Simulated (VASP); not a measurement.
Band structure of HfO$_{2}$ (space group Pnma). Method: r2SCAN meta-GGA, VASP's PBE PAW potentials (set 64) (plane waves; VASP 6.6.1).

Unless said otherwise, spin-orbit coupling is left out, though it shifts the bands of the heavy elements here.

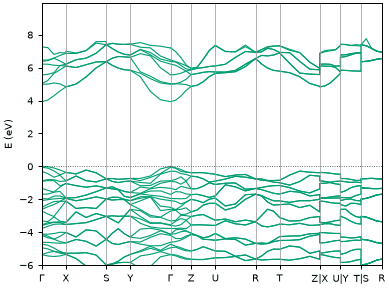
Fig. 1. Bands along high-symmetry lines, zero at the valence-band maximum or, without a gap, the Fermi level

Question: Read the plot: is there a gap, and where are the band edges?

Answer: The gap is direct, 3.93 eV, from the valence maximum at Γ to the conduction minimum at Γ.

The structure comes from a computed database's HfO2 entry (Pnma); how it stands against other phases isn't given here. It was relaxed first.
